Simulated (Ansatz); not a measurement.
```json
{"atom": "Cl", "x (Å)": "0.7366", "y (Å)": "-1.2117", "z (Å)": "-0.3206"}
{"atom": "Ge", "x (Å)": "-1.2141", "y (Å)": "0.2338", "z (Å)": "0.3921"}
{"atom": "H", "x (Å)": "1.6968", "y (Å)": "-0.8550", "z (Å)": "0.4826"}
{"atom": "H", "x (Å)": "-1.9611", "y (Å)": "-0.5541", "z (Å)": "-0.7829"}
```

Geometry: B3LYP/6-31G*.

The calculation used isolated molecule in a Gaussian basis; Kohn-Sham density functional theory, functional PBE0 in Ansatz 0.2.0.

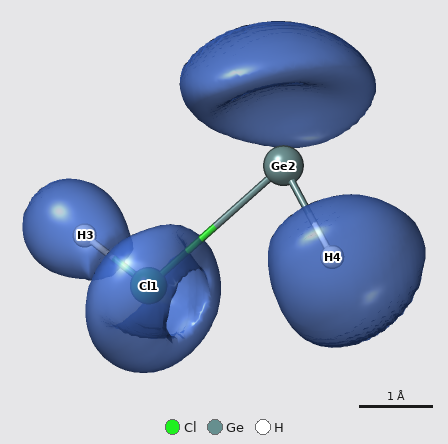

ClGeH2 (charge +1). Isosurface of the ELF at 0.85 (blue), seen at a tilt. Only the valence region is drawn (cores and ρ < 0.01 e/Å³ removed).

Q: Identify the bonds, lone pairs and shells in this picture.

A: The ELF exceeds this value in two regions around hydrogen nuclei, one lobe on Ge, pointing away from the bonds (lone pairs) and one region wrapped around Cl (its valence shell).

Values along the shortest contacts:
Ge–Cl (2.53 Å): the ELF peaks at about 0.90 in the valence shell of Cl, 0.8 Å from its nucleus, and is about 0.50 at the midpoint. Cl–H (1.30 Å): the ELF climbs to about 1 towards the hydrogen, as it does in any bond to H (a covalent bond by its length).
